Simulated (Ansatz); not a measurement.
# A computed series for Ir: response to strain

Take Ir in the fcc (Cu type) structure (space group Fm-3m, No. 225; a = 3.831 Å; relaxed with 0.1 eV smearing) as the base. Axes: x, y, z lie along the cube axes.

Strains are applied to the cell and any free atomic positions relax.

Calculations: PBEsol (Ansatz, a quantum-chemistry and plane-wave program, PAW, no spin-orbit coupling).

Notes on the quantities. pressure: mean of the normal stresses, compression positive.

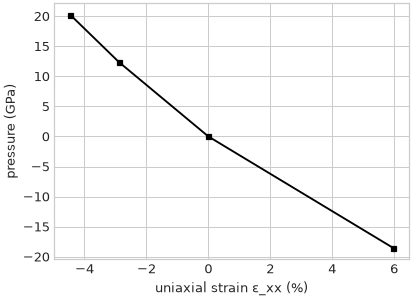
Figure. Pressure against uniaxial strain ε_xx

Question: From the plot, what is the pressure for uniaxial strain ε_xx = −2.89 %?

Answer: About 12 GPa.

Question: Is the trend monotonic over the range shown?

Answer: Yes, it falls throughout, spanning -18.5 GPa to 20.2 GPa.

Whether these cells are dynamically stable was not tested. The final runs are not spin-polarised.
